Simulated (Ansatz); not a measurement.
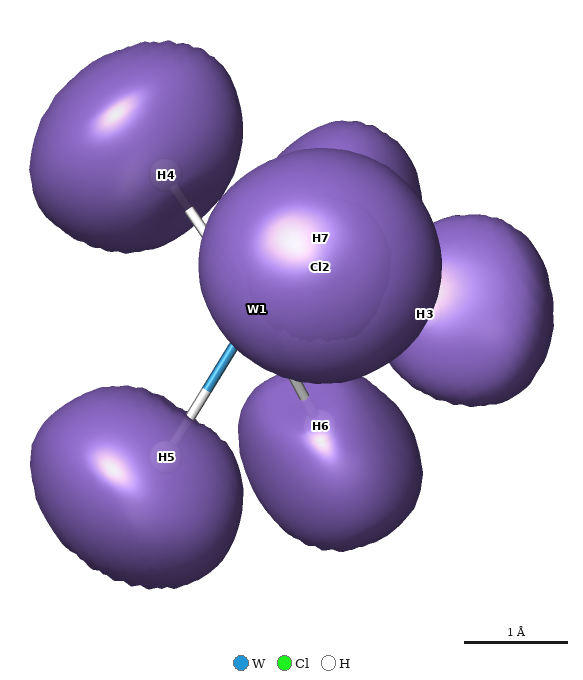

Figure 1: ClH5W. Isosurface of the electron localisation function at 0.8 (purple), seen at an oblique angle. Core shells and regions of very low density are left out.

Core potentials replace the inner electrons of W.

These are results of Ansatz, RKS B3LYP-D4/def2-SVP, not measurements.

```json
{"atom": "W", "x (Å)": "0.0024", "y (Å)": "0.1646", "z (Å)": "0.3748"}
{"atom": "Cl", "x (Å)": "0.9245", "y (Å)": "0.2800", "z (Å)": "2.4579"}
{"atom": "H", "x (Å)": "1.3460", "y (Å)": "-0.7414", "z (Å)": "0.0171"}
{"atom": "H", "x (Å)": "-0.1385", "y (Å)": "1.7153", "z (Å)": "-0.3128"}
{"atom": "H", "x (Å)": "-1.5120", "y (Å)": "-0.6112", "z (Å)": "0.4227"}
{"atom": "H", "x (Å)": "-0.1571", "y (Å)": "-1.1767", "z (Å)": "-0.6251"}
{"atom": "H", "x (Å)": "0.7559", "y (Å)": "0.3694", "z (Å)": "-1.1133"}
```

Question: Identify the bonds, lone pairs and shells in this picture.

Answer: At this value the surface marks out five regions around hydrogen nuclei and one region wrapped around Cl (its valence shell). Profiles from the grid: W–Cl (2.28 Å): the ELF peaks at about 0.85 in the valence shell of Cl, 0.9 Å from its nucleus, and is about 0.40 at the midpoint. W–H (1.66 Å): the ELF climbs to about 1 towards the hydrogen.
